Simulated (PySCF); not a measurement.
Molecule: C5H13InO, SMILES CC[O][In]([CH3])[CH2]C. Atoms near the plane z = 1.5 Å, at the GFN2-xTB optimised geometry (x, y, z in Å): In1 (-0.6, -0.4, 0.0), C2 (-1.6, -2.5, -0.2), H3 (-1.9, -2.8, 0.8), C6 (-1.1, 1.8, 0.0), H9 (-1.0, 2.1, 1.0), H10 (-3.3, 1.6, 0.2), O13 (1.4, -0.4, 0.0), C14 (2.3, -1.5, 0.2), C15 (2.0, -2.2, 1.5), H17 (3.3, -1.1, 0.2), H18 (1.0, -2.7, 1.5), H19 (2.8, -3.0, 1.7), H20 (2.1, -1.5, 2.4).

Calculation: PBE0/def2-SVP, def2 effective core potentials past Kr in PySCF. The core electrons that the potentials of In replace are not part of the density. Cells within 0.4 Å of a nucleus heavier than hydrogen are left out (blank, or x). The values are rescaled to run from 0 to 1.

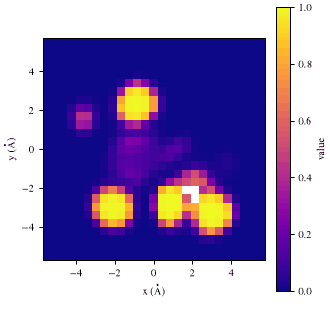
*a field on the plane z = 1.5 Å.*

**Question.** Which quantity is mapped?
A) electron localisation function
B) an orbital amplitude
C) deformation density (molecule minus spherical neutral atoms)
D) Laplacian of the electron density

**Answer.** A, electron localisation function
